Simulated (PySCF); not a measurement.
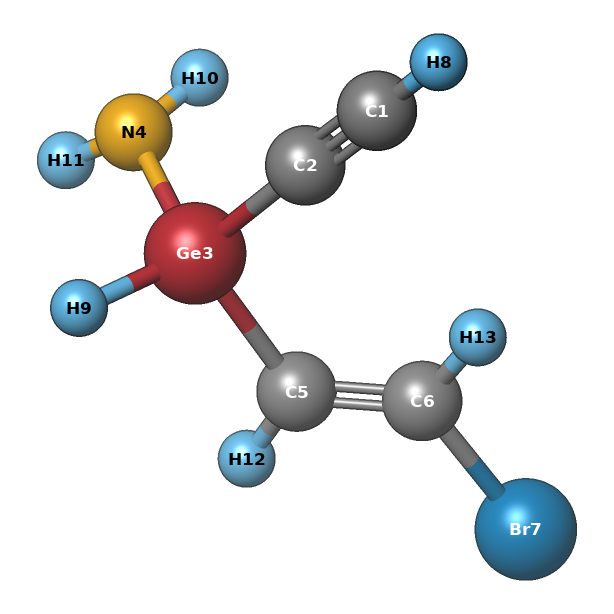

The computed structure is the end point of a GFN2-xTB optimisation. No frequency run is at hand to confirm it as a minimum. Properties computed with B3LYP/pcJ-1 (pcSseg-1 on Br) (pcSseg-1 on Ge) indirect spin-spin coupling, non-relativistic, gas phase (PySCF 2.14.0). Isotopes: 13C, 1H, 15N.

Give the spin–spin coupling constants of these pairs, with the number of bonds between them: N4/H10, N4/H11, C2/N4, N4/H9, N4/C5, C1/N4.

| pair | bonds apart | J (Hz) |
| --- | --- | --- |
| N4, H10 | 1 | −74.2 |
| N4, H11 | 1 | −74.5 |
| C2, N4 | 2 | −6.1 |
| N4, H9 | 2 | −11.5 |
| N4, C5 | 2 | 0.7 |
| C1, N4 | 3 | −1.3 |

The geometry is semi-empirical. Around Br, Ge such bond lengths and angles can be off by a tenth of an ångström or more and by several degrees, and values that hang on the shape move with them.
